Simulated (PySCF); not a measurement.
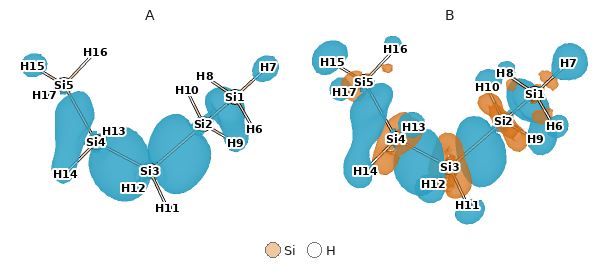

Figure. H12Si5, SMILES `[SiH3][SiH2][SiH2][SiH2][SiH3]`. The Fukui function f⁻ from two separate SCF calculations and the density of the HOMO, at ±0.015 e/Å³ (light blue positive, orange negative).

Computed with PySCF, PBE0/def2-TZVP, geometry: GFN2-xTB. No frequency check shows the geometry to be a minimum.

Geometry (Å), atoms numbered from 1:

```
Si1     -2.7548   -1.0979    0.5364
Si2     -1.7117    0.3538   -0.9285
Si3     -0.0037    1.6250    0.0051
Si4      1.7033    0.3456    0.9290
Si5      2.7666   -1.0847   -0.5425
H6      -3.3885   -0.3807    1.6461
H7      -3.7982   -1.9345   -0.0596
H8      -1.7816   -2.0155    1.1375
H9      -2.7141    1.2034   -1.5914
H10     -1.1419   -0.4155   -2.0494
H11     -0.5807    2.5363    1.0076
H12      0.5708    2.5519   -0.9841
H13      1.1232   -0.4420    2.0320
H14      2.6966    1.1883    1.6140
H15      3.7843   -1.9466    0.0618
H16      1.7987   -1.9783   -1.1869
H17      3.4372   -0.3523   -1.6199
```

### Which panel is which, and how good is the frozen-orbital picture?

B is f⁻ (it has negative regions), A the HOMO density. The HOMO lies on Si3 (31 %), Si2 and Si4 (21 % each) and Si1 and Si5 (6 % each); f⁻ (Hirshfeld-condensed) is largest on Si3 (0.16), Si2 (0.12) and Si4 (0.12); the vertical ionisation energy is 9.69 eV (the stability of the cation's solution wasn't checked). Relaxation shifts 33 % of the electron between atoms. The orbital energy is −8.13 eV.
